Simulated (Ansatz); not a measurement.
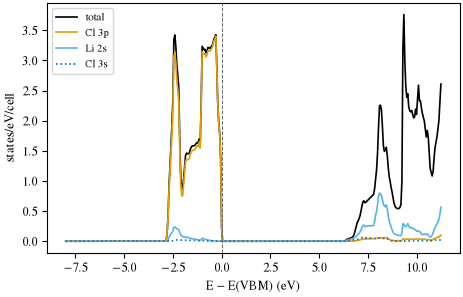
Figure: Total and projected density of states of LiCl (rock salt, Fm-3m), DFT-PBE in the program Ansatz with PAW potentials

Task: Which orbitals carry the states next to the gap?

Result: Top 1 eV of the valence band: Cl 3p 98 %. Bottom 1 eV of the conduction band: Li 2s 40 %, Cl 3s 12 %, outside the projected shells 43 %. Projections are on Löwdin-orthogonalised atomic valence shells; empty p or d shells of many metals are not among them.

Task: Where is the tallest occupied peak in this window, and what makes it?

Result: Near -0.3 eV, about 3.4 states/eV per cell; the largest projected share is Cl 3p.

Symmetry was held in the PBE relaxation.

Potentials: the later of the program's two PAW sets.
